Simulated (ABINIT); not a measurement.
Band structure of WC (P-6m2, 2 atoms in the cell).

```
CELL_PARAMETERS angstrom
      1.45500    -2.52013     0.00000
      1.45500     2.52013     0.00000
      0.00000     0.00000     2.84000
ATOMIC_POSITIONS crystal
  W  0.00000 0.00000 0.00000
  C  0.33333 0.66667 0.50000
```

Method: PBE, PAW (JTH v2.0 PBE PAW) (plane waves; ABINIT 10.0.3).

Settings: pseudos = [W.GGA_PBE-JTH.xml, C.GGA_PBE-JTH.xml]; ecut = 21 Ha; pawecutdg = 42 Ha; pawxcdev = 0; occopt = 7; tsmear = 0.272 eV; ngkpt = 17 17 15; nshiftk = 1; shiftk = 0 0 0; potentials = JTH v2.0 PBE PAW; kptopt = 1; nstep = 60; tolvrs1 = 1e-11.

The starting cell has typed, rounded lattice constants, without a prior relaxation at this level. Spin-orbit coupling is off. Spin polarisation is off.

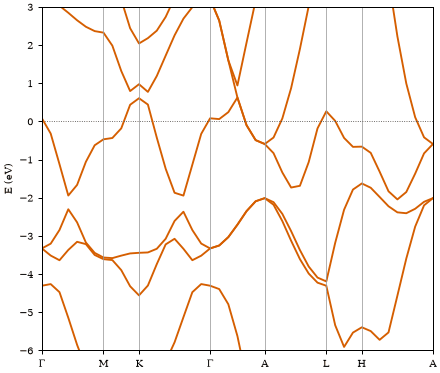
*Bands along the path, energies from the Fermi level.*

Levels in eV from the Fermi level, bands 6 to 13:
```json
[
 {"point": "Γ", "6": "-4.30", "7": "-3.33", "8": "-3.33", "9": "0.08", "10": "3.21", "11": "3.21", "12": "5.60", "13": "5.60"},
 {"point": "M", "6": "-7.02", "7": "-3.61", "8": "-3.56", "9": "-0.47", "10": "2.33", "11": "4.50", "12": "4.85", "13": "6.85"},
 {"point": "K", "6": "-6.56", "7": "-4.56", "8": "-3.44", "9": "0.61", "10": "0.97", "11": "2.04", "12": "3.20", "13": "9.15"},
 {"point": "A", "6": "-8.64", "7": "-2.01", "8": "-2.01", "9": "-0.59", "10": "-0.59", "11": "3.65", "12": "4.52", "13": "4.52"},
 {"point": "L", "6": "-6.44", "7": "-4.30", "8": "-4.19", "9": "0.27", "10": "4.40", "11": "5.27", "12": "6.61", "13": "9.14"},
 {"point": "H", "6": "-7.19", "7": "-5.39", "8": "-1.62", "9": "-0.66", "10": "4.38", "11": "6.34", "12": "7.55", "13": "9.09"}
]
```

Bands cross the Fermi level along this path, so the cell is metallic at this level.
